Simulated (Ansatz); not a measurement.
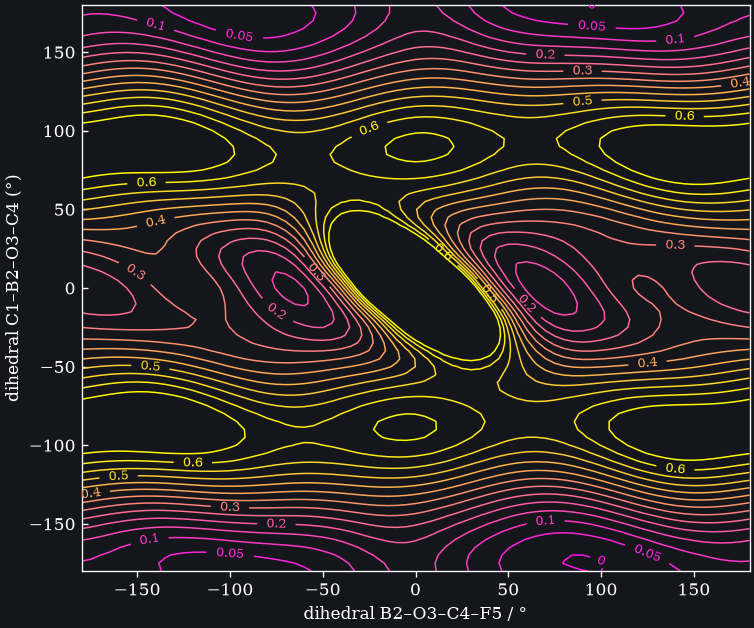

Energy landscape of C₂H₆BFO, SMILES CBOCF. First axis: dihedral B2–O3–C4–F5. Second axis: dihedral C1–B2–O3–C4. Nothing is relaxed (all other coordinates rigid). Grid: 18 × 18 points. All energies are given in eV relative to the lowest grid point. These are results of RKS PBE0-D4/def2-SVP (Ansatz), not measurements.

In the figure: contour lines labelled in eV (none above 0.65). Between grid points the surface is interpolated. 

**Where are the wells?**

The lowest grid point is at dihedral B2–O3–C4–F5 = 100°, dihedral C1–B2–O3–C4 = −180°. There are further wells near dihedral B2–O3–C4–F5 = −100°, dihedral C1–B2–O3–C4 = −180° (0.015 eV above the lowest at that grid point); dihedral B2–O3–C4–F5 = 80°, dihedral C1–B2–O3–C4 = 0° (0.14 eV above the lowest at that grid point); dihedral B2–O3–C4–F5 = −60°, dihedral C1–B2–O3–C4 = 0° (0.15 eV above the lowest at that grid point). The highest grid point, dihedral B2–O3–C4–F5 = 0°, dihedral C1–B2–O3–C4 = 0°, lies 1.82 eV above the lowest. On the interpolated surface the easiest way out of the lowest well to the well at about dihedral B2–O3–C4–F5 = −95°, dihedral C1–B2–O3–C4 = 175° passes a barrier of about 0.097 eV, counted from the interpolated bottom of the well. Round the minimum the valley is somewhat tilted: raising dihedral B2–O3–C4–F5 shifts the best value of dihedral C1–B2–O3–C4 downwards (coupling k₁₂/√(k₁₁k₂₂) about 0.4).

The input of one point:

```yaml
crystal:
  periodic: [false, false, false]
  atoms:
    - { symbol: C, position_ang: [-0.60453, 0.581421, 1.719057] }
    - { symbol: B, position_ang: [-0.308777, 0.40376, 0.198776] }
    - { symbol: O, position_ang: [0.319363, -0.720528, -0.238649] }
    - { symbol: C, position_ang: [0.600203, -0.917199, -1.577757] }
    - { symbol: F, position_ang: [1.90021, -0.613219, -1.817503] }
    - { symbol: H, position_ang: [-1.678845, 0.770675, 1.882685] }
    - { symbol: H, position_ang: [-0.290133, -0.276879, 2.329445] }
    - { symbol: H, position_ang: [-0.088837, 1.486089, 2.086056] }
    - { symbol: H, position_ang: [-0.62792, 1.234747, -0.631694] }
    - { symbol: H, position_ang: [-0.031068, -0.271756, -2.214846] }
    - { symbol: H, position_ang: [0.440102, -1.982529, -1.810387] }
basis:
  gaussian: { orbitals: def2-SVP }
hamiltonian:
  xc: pbe0
  dispersion: d4
output:
  forces: true
```

The whole map (324 points run) took 24 min on 1 thread of Arm Neoverse V1 (shared host).
